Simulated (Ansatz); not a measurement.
# CH3Al + H2: a complex and its separated parts, part 1 of 2

The complex below is one end of an elementary step. How strongly is it bound against its free parts?

Program: Ansatz 0.2.0, Gaussian basis. Level of theory: PBE0-D4/def2-TZVP structures, single points in def2-TZVPP, no counterpoise correction. These are calculated values, not measurements.

Levels: SPW92, PBE-D4, BLYP-D4, r2SCAN-D4, B97M-V, PBE0-D4, B3LYP-D4, r2SCAN0-D4, BHLYP-D4, CAM-B3LYP-D4, wB97X-V, wB97M-V, B2PLYP, PBE-QIDH, RPA on PBE, Hartree-Fock, MP2, CCSD, CCSD(T).

Cores are frozen in the correlated methods. B3LYP uses VWN-RPA correlation. B2PLYP carries no dispersion term here.

56 further runs of the same task are left out: 56 set aside as unsound or not needed.

## Step 1: Where the work starts

The complex: 7 atoms, charge 0, spin multiplicity 1.

Atoms are counted from 1 here; the program's logs count them from 0.

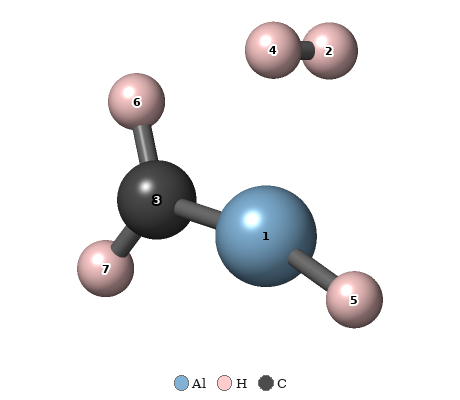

As it starts; aluminium light blue, hydrogen pink, carbon dark grey; atoms are numbered from 1 in the order of the file.

Coordinates:

```xyz
7
CH5Al
Al   -0.4815    0.6153   -0.3828
H    -1.2589   -0.8886    0.8041
C     1.1624   -0.0943   -0.3917
H    -1.0263   -0.3842    1.3416
H    -1.7911    1.4477   -0.6225
H     1.4097   -0.9152    0.2761
H     1.9858    0.2194   -1.0250
```

Its parts: CH3Al holds atoms 1, 3, 5, 6, 7; H2 holds atoms 2, 4. Each part counts its atoms afresh in its own runs.

## Step 2: Relaxing CH3Al alone

Input file relax-a/in.yaml:

```yaml
crystal:
  periodic: [false, false, false]
  atoms:
    - {symbol: Al, position_ang: [-0.481511, 0.615270, -0.382762]}
    - {symbol: C, position_ang: [1.162382, -0.094346, -0.391691]}
    - {symbol: H, position_ang: [-1.791106, 1.447712, -0.622464]}
    - {symbol: H, position_ang: [1.409716, -0.915155, 0.276117]}
    - {symbol: H, position_ang: [1.985829, 0.219401, -1.024952]}
basis:
  gaussian: {orbitals: def2-TZVP}
hamiltonian: {xc: pbe0, dispersion: d4}
relax: {f_tol: 0.005, max_steps: 200}
```

Launch:

```bash
ansatz run in.yaml --threads 2 --pin off --events-out ev --progress --plain --max-ram 4352MiB
```

Log, shortened:

```text
Functional definition: PBE0
  name "PBE0"
  cite "Adamo & Barone, J. Chem. Phys. 110, 6158 (1999) doi:10.1063/1.478522"
  cite "Perdew, Burke & Ernzerhof, Phys. Rev. Lett. 77, 3865 (1996) doi:10.1103/PhysRevLett.77.3865"
  parent pbe
[...]
591 factors; their error is unknown
[...]
mean field -7676.08733070 eV, -282.0910063645 hartree, gradient 5.0e-5 eV, S^2 0.000000; 0 other end points of the search recorded, 0 dependent functions left out
[...]
reference -7676.08735813 eV, -282.0910073724 hartree; 11, 11 occupied and 75, 75 virtual orbitals, 591 factors
[...]
reference -7676.13762104 eV, -282.0928545002 hartree; 11, 11 occupied and 75, 75 virtual orbitals, 591 factors
Total energy: -7676.18934582 eV, -282.0947553508 hartree
Atom 0 at    -0.448922     0.639031    -0.537325 Å, force    -0.000265    -0.000159     0.000285 eV/Å
Atom 1 at     1.179816    -0.058908    -0.348942 Å, force     0.002099    -0.001356    -0.000467 eV/Å
Atom 2 at    -1.814174     1.419471    -0.527736 Å, force    -0.000159     0.000284    -0.000146 eV/Å
Atom 3 at     1.370428    -0.919683     0.285624 Å, force    -0.000672     0.000809    -0.000131 eV/Å
Atom 4 at     1.998162     0.192971    -1.017373 Å, force    -0.001004     0.000421     0.000459 eV/Å
Dipole moment:    -0.418558     0.157727    -0.067023 e Å
```

Run time: 11 s. Hardware: 2 threads of Arm Neoverse V1, shared host.

Along the way: (the energy doesn't fall at every step)

| step | energy from step 1 (eV) | largest force component (eV/Å) |
| --- | --- | --- |
| 1 | 0.0000 | 0.5245 |
| 2 | -0.0410 | 0.1836 |
| 3 | -0.0330 | 0.4267 |
| 4 | -0.0476 | 0.0869 |
| 5 | -0.0499 | 0.0078 |
| 6 | -0.0500 | 0.0089 |
| 7 | -0.0502 | 0.0075 |
| 8 | -0.0502 | 0.0052 |
| 9 | -0.0502 | 0.0116 |
| 10 | -0.0502 | 0.0082 |
| 11 | -0.0503 | 0.0034 |
| 12 | -0.0503 | 0.0021 |

Distances of close pairs at the start and the end, largest changes first:

| bond | before (Å) | after (Å) | change (Å) |
| --- | --- | --- | --- |
| Al1–C2 | 1.791 | 1.782 | -0.009 |
| Al1–H3 | 1.570 | 1.573 | +0.002 |
| C2–H5 | 1.085 | 1.086 | +0.001 |
| C2–H4 | 1.087 | 1.086 | -0.000 |

## Step 3: Relaxing H2 alone

Input file relax-b/in.yaml:

```yaml
crystal:
  periodic: [false, false, false]
  atoms:
    - {symbol: H, position_ang: [-1.258942, -0.888606, 0.804134]}
    - {symbol: H, position_ang: [-1.026269, -0.384175, 1.341619]}
basis:
  gaussian: {orbitals: def2-TZVP}
hamiltonian: {xc: pbe0, dispersion: d4}
relax: {f_tol: 0.005, max_steps: 200}
```

Launch:

```bash
ansatz run in.yaml --threads 2 --pin off --events-out ev --progress --plain --max-ram 4352MiB
```

Log, shortened:

```text
[... 5 set-up lines as earlier in the session ...]
[...]
88 factors; their error is unknown
[...]
mean field -31.77632857 eV, -1.1677585360 hartree, gradient 1.4e-5 eV, S^2 0.000000; 0 other end points of the search recorded, 0 dependent functions left out
[...]
reference -31.78866862 eV, -1.1682120245 hartree; 1, 1 occupied and 11, 11 virtual orbitals, 88 factors
Total energy: -31.79027516 eV, -1.1682710639 hartree
Atom 0 at    -1.254903    -0.879849     0.813465 Å, force     0.000115     0.000250     0.000266 eV/Å
Atom 1 at    -1.030308    -0.392932     1.332288 Å, force    -0.000115    -0.000250    -0.000266 eV/Å
Dipole moment:     0.000000     0.000000     0.000000 e Å
```

Run time: 0.2 s. Hardware: 2 threads of Arm Neoverse V1, shared host.

The steps of the relaxation:

| step | energy from step 1 (eV) | largest force component (eV/Å) |
| --- | --- | --- |
| 1 | 0.0000 | 0.6199 |
| 2 | -0.0123 | 0.0237 |
| 3 | -0.0123 | 0.0003 |

The bond:

| bond | before (Å) | after (Å) | change (Å) |
| --- | --- | --- | --- |
| H1–H2 | 0.773 | 0.746 | -0.027 |

## Step 4: SPW92/def2-TZVPP

Input file parta/in.yaml:

```yaml
crystal:
  periodic: [false, false, false]
  atoms:
    - {symbol: Al, position_ang: [-0.448922, 0.639031, -0.537325]}
    - {symbol: C, position_ang: [1.179816, -0.058908, -0.348942]}
    - {symbol: H, position_ang: [-1.814174, 1.419471, -0.527736]}
    - {symbol: H, position_ang: [1.370428, -0.919683, 0.285624]}
    - {symbol: H, position_ang: [1.998162, 0.192971, -1.017373]}
basis:
  gaussian: {orbitals: def2-TZVPP}
hamiltonian: {xc: lda}
```

Input file partb/in.yaml:

```yaml
crystal:
  periodic: [false, false, false]
  atoms:
    - {symbol: H, position_ang: [-1.254903, -0.879849, 0.813465]}
    - {symbol: H, position_ang: [-1.030308, -0.392932, 1.332288]}
basis:
  gaussian: {orbitals: def2-TZVPP}
hamiltonian: {xc: lda}
```

The same command starts each run, in its folder.

Launch:

```bash
ansatz run in.yaml --threads 2 --pin off --events-out ev --progress --plain --max-ram 4352MiB
```

parta printed, shortened:

```text
Functional definition: SPW92
  name "SPW92"
  cite "Dirac, Proc. Camb. Phil. Soc. 26, 376 (1930) doi:10.1017/S0305004100016108"
  cite "Slater, Phys. Rev. 81, 385 (1951) doi:10.1103/PhysRev.81.385"
  cite "Perdew & Wang, Phys. Rev. B 45, 13244 (1992) doi:10.1103/PhysRevB.45.13244"
[...]
626 factors; their error is unknown
[...]
mean field -7641.56643891 eV, -280.8223869901 hartree, gradient 2.7e-5 eV, S^2 0.000000; 0 other end points of the search recorded, 0 dependent functions left out
reference -7641.56647277 eV, -280.8223882346 hartree; 11, 11 occupied and 104, 104 virtual orbitals, 626 factors
Total energy: -7641.56647277 eV, -280.8223882346 hartree
```

Output in partb, shortened:

```text
[... 5 set-up lines as earlier in the session ...]
[...]
118 factors; their error is unknown
[...]
mean field -30.93527212 eV, -1.1368502817 hartree, gradient 4.4e-5 eV, S^2 0.000000; 0 other end points of the search recorded, 0 dependent functions left out
reference -30.93529280 eV, -1.1368510416 hartree; 1, 1 occupied and 27, 27 virtual orbitals, 118 factors
Total energy: -30.93529280 eV, -1.1368510416 hartree
```

Wall times: 0.5 s (parta), 0.1 s (partb) on 2 threads of Arm Neoverse V1, shared host.

## Step 5: PBE-D4/def2-TZVPP

Each input of step 4 (parta, partb) changes in the same lines:

```diff
-hamiltonian: {xc: lda}
+hamiltonian: {xc: pbe, dispersion: d4}
```

Each run has its own folder and the same command.

Launch:

```bash
ansatz run in.yaml --threads 2 --pin off --events-out ev --progress --plain --max-ram 4352MiB
```

Log of parta, shortened:

```text
Functional definition: PBE
  name "PBE"
[... 2 set-up lines as earlier in the session ...]
[...]
626 factors; their error is unknown
[...]
mean field -7675.49359170 eV, -282.0691868585 hartree, gradient 4.0e-5 eV, S^2 0.000000; 0 other end points of the search recorded, 0 dependent functions left out
reference -7675.49362790 eV, -282.0691881889 hartree; 11, 11 occupied and 104, 104 virtual orbitals, 626 factors
Total energy: -7675.55596153 eV, -282.0714789076 hartree
```

Output in partb, shortened:

```text
[... 4 set-up lines as earlier in the session ...]
[...]
118 factors; their error is unknown
[...]
mean field -31.73221635 eV, -1.1661374420 hartree, gradient 3.1e-5 eV, S^2 0.000000; 0 other end points of the search recorded, 0 dependent functions left out
reference -31.73223803 eV, -1.1661382386 hartree; 1, 1 occupied and 27, 27 virtual orbitals, 118 factors
Total energy: -31.73425724 eV, -1.1662124432 hartree
```

Wall times: 0.7 s (parta), 0.1 s (partb) on 2 threads of Arm Neoverse V1, shared host.

## Step 6: BLYP-D4/def2-TZVPP

Each input of step 5 (parta, partb) changes in the same lines:

```diff
-hamiltonian: {xc: pbe, dispersion: d4}
+hamiltonian: {xc: {name: BLYP}, dispersion: d4}
```

One command serves all of them, each in its own folder.

Launch:

```bash
ansatz run in.yaml --threads 2 --pin off --events-out ev --progress --plain --max-ram 4352MiB
```

Output in parta, shortened:

```text
Functional definition: BLYP
  name "BLYP"
  cite "Becke, Phys. Rev. A 38, 3098 (1988) doi:10.1103/PhysRevA.38.3098"
  cite "Lee, Yang & Parr, Phys. Rev. B 37, 785 (1988) doi:10.1103/PhysRevB.37.785"
[...]
626 factors; their error is unknown
[...]
mean field -7680.44309171 eV, -282.2510776292 hartree, gradient 6.4e-5 eV, S^2 0.000000; 0 other end points of the search recorded, 0 dependent functions left out
reference -7680.44338662 eV, -282.2510884668 hartree; 11, 11 occupied and 104, 104 virtual orbitals, 626 factors
Total energy: -7680.58353155 eV, -282.2562386979 hartree
```

partb printed, shortened:

```text
[... 4 set-up lines as earlier in the session ...]
[...]
118 factors; their error is unknown
[...]
mean field -31.82604586 eV, -1.1695856128 hartree, gradient 8.3e-5 eV, S^2 0.000000; 0 other end points of the search recorded, 0 dependent functions left out
reference -31.82623828 eV, -1.1695926842 hartree; 1, 1 occupied and 27, 27 virtual orbitals, 118 factors
Total energy: -31.83113614 eV, -1.1697726773 hartree
```

Wall times: 0.7 s (parta), 0.1 s (partb) on 2 threads of Arm Neoverse V1, shared host.

## Step 7: r2SCAN-D4/def2-TZVPP

Each input of step 6 (parta, partb) changes in the same lines:

```diff
-hamiltonian: {xc: {name: BLYP}, dispersion: d4}
+hamiltonian: {xc: r2scan, dispersion: d4}
```

The same command starts each run, in its folder.

Launch:

```bash
ansatz run in.yaml --threads 2 --pin off --events-out ev --progress --plain --max-ram 4352MiB
```

Output in parta, shortened:

```text
Functional definition: r2SCAN
  name "r2SCAN"
  cite "Furness, Kaplan, Ning, Perdew & Sun, J. Phys. Chem. Lett. 11, 8208 (2020) doi:10.1021/acs.jpclett.0c02405"
  cite "Furness, Kaplan, Ning, Perdew & Sun, J. Phys. Chem. Lett. 11, 9248 (2020) doi:10.1021/acs.jpclett.0c03077"
  parent r2scan
[...]
626 factors; their error is unknown
[...]
mean field -7679.26134895 eV, -282.2076493835 hartree, gradient 2.4e-5 eV, S^2 0.000000; 0 other end points of the search recorded, 0 dependent functions left out
reference -7679.26135981 eV, -282.2076497828 hartree; 11, 11 occupied and 104, 104 virtual orbitals, 626 factors
Total energy: -7679.27493837 eV, -282.2081487854 hartree
```

Output in partb, shortened:

```text
[... 5 set-up lines as earlier in the session ...]
[...]
118 factors; their error is unknown
[...]
mean field -31.87205492 eV, -1.1712764146 hartree, gradient 4.1e-5 eV, S^2 0.000000; 0 other end points of the search recorded, 0 dependent functions left out
reference -31.87206154 eV, -1.1712766578 hartree; 1, 1 occupied and 27, 27 virtual orbitals, 118 factors
Total energy: -31.87256292 eV, -1.1712950831 hartree
```

Times: 1.6 s (parta), 0.35 s (partb) on 2 threads of Arm Neoverse V1, shared host.

## Step 8: B97M-V/def2-TZVPP

The same edit goes into each in.yaml of step 7 (parta, partb):

```diff
-hamiltonian: {xc: r2scan, dispersion: d4}
+hamiltonian: {xc: {name: B97M-V}}
```

The same command starts each run, in its folder.

Launch:

```bash
ansatz run in.yaml --threads 2 --pin off --events-out ev --progress --plain --max-ram 4352MiB
```

Log of parta, shortened:

```text
Functional definition: B97M-V
  name "B97M-V"
  cite "Mardirossian & Head-Gordon, J. Chem. Phys. 142, 074111 (2015) doi:10.1063/1.4907719"
  cite "Becke, J. Chem. Phys. 107, 8554 (1997) doi:10.1063/1.475007"
  cite "Vydrov & Van Voorhis, J. Chem. Phys. 133, 244103 (2010) doi:10.1063/1.3521275"
  # Of w^i u^j: cxij and so on, Table III.
[...]
  gx(w, u) = cx00 + cx01*u + cx02*u^2 + (cx10 + cx11*u)*w
[...]
  gos(w, u) = cos00 + cos01*u + cos03*u^3 + cos10*w + cos32*w^3*u^2
[...]
      + integral(e_c_pw_mod_opposite_spin*gos(b97_w_opposite, b97_u_opposite)) + vv10(b, c)
626 factors; their error is unknown
[...]
mean field -7679.27552427 eV, -282.2081703170 hartree, gradient 2.7e-5 eV, S^2 0.000000; 0 other end points of the search recorded, 0 dependent functions left out
reference -7679.27557762 eV, -282.2081722778 hartree; 11, 11 occupied and 104, 104 virtual orbitals, 626 factors
Total energy: -7679.27557762 eV, -282.2081722778 hartree
```

Log of partb, shortened:

```text
[... 5 set-up lines as earlier in the session ...]
  # Of w^i u^j: cxij and so on, Table III.
[...]
  gx(w, u) = cx00 + cx01*u + cx02*u^2 + (cx10 + cx11*u)*w
  gss(w, u) = css00 + css02*u^2 + css10*w + (css32*w^3 + css42*w^4)*u^2
  gos(w, u) = cos00 + cos01*u + cos03*u^3 + cos10*w + cos32*w^3*u^2
[...]
      + integral(e_c_pw_mod_opposite_spin*gos(b97_w_opposite, b97_u_opposite)) + vv10(b, c)
118 factors; their error is unknown
[...]
mean field -31.90530465 eV, -1.1724983198 hartree, gradient 8.2e-6 eV, S^2 0.000000; 0 other end points of the search recorded, 0 dependent functions left out
reference -31.90533434 eV, -1.1724994106 hartree; 1, 1 occupied and 27, 27 virtual orbitals, 118 factors
Total energy: -31.90533434 eV, -1.1724994106 hartree
```

They took 3.2 s (parta), 0.25 s (partb) on 2 threads of Arm Neoverse V1, shared host.

## Step 9: PBE0-D4/def2-TZVPP

Each input of step 8 (parta, partb) changes in the same lines:

```diff
-hamiltonian: {xc: {name: B97M-V}}
+hamiltonian: {xc: pbe0, dispersion: d4}
+output: {orbitals: {seedname: orbitals}}
```

Each run has its own folder and the same command.

Launch:

```bash
ansatz run in.yaml --threads 2 --pin off --events-out ev --progress --plain --max-ram 4352MiB
```

Log of parta, shortened:

```text
[... 5 set-up lines as earlier in the session ...]
[...]
657 factors; their error is unknown
[...]
mean field -7676.16829589 eV, -282.0939817802 hartree, gradient 1.9e-5 eV, S^2 0.000000; 0 other end points of the search recorded, 0 dependent functions left out
reference -7676.16832303 eV, -282.0939827777 hartree; 11, 11 occupied and 104, 104 virtual orbitals, 657 factors
Total energy: -7676.22004781 eV, -282.0958836282 hartree
```

Log of partb, shortened:

```text
[... 5 set-up lines as earlier in the session ...]
[...]
118 factors; their error is unknown
[...]
mean field -31.79610851 eV, -1.1684854357 hartree, gradient 5.5e-5 eV, S^2 0.000000; 0 other end points of the search recorded, 0 dependent functions left out
reference -31.79612450 eV, -1.1684860233 hartree; 1, 1 occupied and 27, 27 virtual orbitals, 118 factors
Total energy: -31.79773105 eV, -1.1685450627 hartree
```

They took 0.85 s (parta), 0.1 s (partb) on 2 threads of Arm Neoverse V1, shared host.

## Step 10: B3LYP-D4/def2-TZVPP

The same edit goes into each in.yaml of step 9 (parta, partb):

```diff
-hamiltonian: {xc: pbe0, dispersion: d4}
-output: {orbitals: {seedname: orbitals}}
+hamiltonian: {xc: {name: B3LYP}, dispersion: d4}
```

The same command starts each run, in its folder.

Launch:

```bash
ansatz run in.yaml --threads 2 --pin off --events-out ev --progress --plain --max-ram 4352MiB
```

Log of parta, shortened:

```text
Functional definition: B3LYP
  name "B3LYP"
  cite "Stephens, Devlin, Chabalowski & Frisch, J. Phys. Chem. 98, 11623 (1994) doi:10.1021/j100096a001"
[... 2 set-up lines as earlier in the session ...]
  cite "Vosko, Wilk & Nusair, Can. J. Phys. 58, 1200 (1980) doi:10.1139/p80-159"
[...]
650 factors; their error is unknown
[...]
mean field -7681.55859929 eV, -282.2920717763 hartree, gradient 2.9e-5 eV, S^2 0.000000; 0 other end points of the search recorded, 0 dependent functions left out
reference -7681.55881967 eV, -282.2920798754 hartree; 11, 11 occupied and 104, 104 virtual orbitals, 650 factors
Total energy: -7681.66119560 eV, -282.2958421213 hartree
```

Output in partb, shortened:

```text
[... 6 set-up lines as earlier in the session ...]
[...]
118 factors; their error is unknown
[...]
mean field -32.10923168 eV, -1.1799924996 hartree, gradient 4.5e-5 eV, S^2 0.000000; 0 other end points of the search recorded, 0 dependent functions left out
reference -32.10937378 eV, -1.1799977217 hartree; 1, 1 occupied and 27, 27 virtual orbitals, 118 factors
Total energy: -32.11252484 eV, -1.1801135212 hartree
```

Wall times: 0.9 s (parta), 0.1 s (partb) on 2 threads of Arm Neoverse V1, shared host.

## Step 11: r2SCAN0-D4/def2-TZVPP

The same edit goes into each in.yaml of step 10 (parta, partb):

```diff
-hamiltonian: {xc: {name: B3LYP}, dispersion: d4}
+hamiltonian: {xc: {name: r2SCAN0}, dispersion: d4}
```

Each run has its own folder and the same command.

Launch:

```bash
ansatz run in.yaml --threads 2 --pin off --events-out ev --progress --plain --max-ram 4352MiB
```

Output in parta, shortened:

```text
Functional definition: r2SCAN0
  name "r2SCAN0"
  cite "Bursch, Neugebauer, Ehlert & Grimme, J. Chem. Phys. 156, 134105 (2022) doi:10.1063/5.0086040"
[... 3 set-up lines as earlier in the session ...]
[...]
657 factors; their error is unknown
[...]
mean field -7678.94329243 eV, -282.1959610220 hartree, gradient 2.3e-5 eV, S^2 0.000000; 0 other end points of the search recorded, 0 dependent functions left out
reference -7678.94330113 eV, -282.1959613418 hartree; 11, 11 occupied and 104, 104 virtual orbitals, 657 factors
Total energy: -7678.95961996 eV, -282.1965610478 hartree
```

Log of partb, shortened:

```text
[... 6 set-up lines as earlier in the session ...]
[...]
118 factors; their error is unknown
[...]
mean field -31.85187711 eV, -1.1705348940 hartree, gradient 1.4e-5 eV, S^2 0.000000; 0 other end points of the search recorded, 0 dependent functions left out
reference -31.85188224 eV, -1.1705350823 hartree; 1, 1 occupied and 27, 27 virtual orbitals, 118 factors
Total energy: -31.85242361 eV, -1.1705549774 hartree
```

Wall times: 1.6 s (parta), 0.35 s (partb) on 2 threads of Arm Neoverse V1, shared host.

## Step 12: BHLYP-D4/def2-TZVPP

Each input of step 11 (parta, partb) changes in the same lines:

```diff
-hamiltonian: {xc: {name: r2SCAN0}, dispersion: d4}
+hamiltonian: {xc: {name: BHLYP}, dispersion: d4}
```

One command serves all of them, each in its own folder.

Launch:

```bash
ansatz run in.yaml --threads 2 --pin off --events-out ev --progress --plain --max-ram 4352MiB
```

Output in parta, shortened:

```text
Functional definition: BHLYP
  name "BHLYP"
  cite "Becke, J. Chem. Phys. 98, 1372 (1993) doi:10.1063/1.464304"
[... 2 set-up lines as earlier in the session ...]
[...]
703 factors; their error is unknown
[...]
mean field -7679.99460534 eV, -282.2345960591 hartree, gradient 4.1e-5 eV, S^2 0.000000; 0 other end points of the search recorded, 0 dependent functions left out
reference -7679.99475460 eV, -282.2346015441 hartree; 11, 11 occupied and 104, 104 virtual orbitals, 703 factors
Total energy: -7680.07660439 eV, -282.2376094686 hartree
```

Log of partb, shortened:

```text
[... 5 set-up lines as earlier in the session ...]
[...]
118 factors; their error is unknown
[...]
mean field -31.83806562 eV, -1.1700273308 hartree, gradient 5.6e-5 eV, S^2 0.000000; 0 other end points of the search recorded, 0 dependent functions left out
reference -31.83816118 eV, -1.1700308426 hartree; 1, 1 occupied and 27, 27 virtual orbitals, 118 factors
Total energy: -31.83990476 eV, -1.1700949180 hartree
```

Times: 0.95 s (parta), 0.1 s (partb) on 2 threads of Arm Neoverse V1, shared host.

## Step 13: CAM-B3LYP-D4/def2-TZVPP

The same edit goes into each in.yaml of step 12 (parta, partb):

```diff
-hamiltonian: {xc: {name: BHLYP}, dispersion: d4}
+hamiltonian: {xc: {name: CAM-B3LYP}, dispersion: d4}
```

The same command starts each run, in its folder.

Launch:

```bash
ansatz run in.yaml --threads 2 --pin off --events-out ev --progress --plain --max-ram 4352MiB
```

Output in parta, shortened:

```text
Functional definition: CAM-B3LYP
  name "CAM-B3LYP"
  cite "Yanai, Tew & Handy, Chem. Phys. Lett. 393, 51 (2004) doi:10.1016/j.cplett.2004.06.011"
  cite "Iikura, Tsuneda, Yanai & Hirao, J. Chem. Phys. 115, 3540 (2001) doi:10.1063/1.1383587"
[... 2 set-up lines as earlier in the session ...]
[...]
  # Exact exchange under (alpha + beta erf(omega r))/r, Becke's under what is left of 1/r.
[...]
645 factors; their error is unknown
174 factors; integrals over basis functions are off by at most 5.7e-5 eV
[...]
mean field -7680.16268153 eV, -282.2407727449 hartree, gradient 1.2e-5 eV, S^2 0.000000; 0 other end points of the search recorded, 0 dependent functions left out
reference -7680.16278960 eV, -282.2407767163 hartree; 11, 11 occupied and 104, 104 virtual orbitals, 645 factors
Total energy: -7680.21527850 eV, -282.2427056480 hartree
```

partb printed, shortened:

```text
[... 6 set-up lines as earlier in the session ...]
[...]
  # Exact exchange under (alpha + beta erf(omega r))/r, Becke's under what is left of 1/r.
[...]
118 factors; their error is unknown
42 factors; integrals over basis functions are off by at most 6.3e-5 eV
[...]
mean field -31.88030505 eV, -1.1715796014 hartree, gradient 6.4e-5 eV, S^2 0.000000; 0 other end points of the search recorded, 0 dependent functions left out
reference -31.88037499 eV, -1.1715821715 hartree; 1, 1 occupied and 27, 27 virtual orbitals, 118 factors
Total energy: -31.88188838 eV, -1.1716377876 hartree
```

Times: 1.1 s (parta), 0.15 s (partb) on 2 threads of Arm Neoverse V1, shared host.

(Continued in part 2 of 2.)
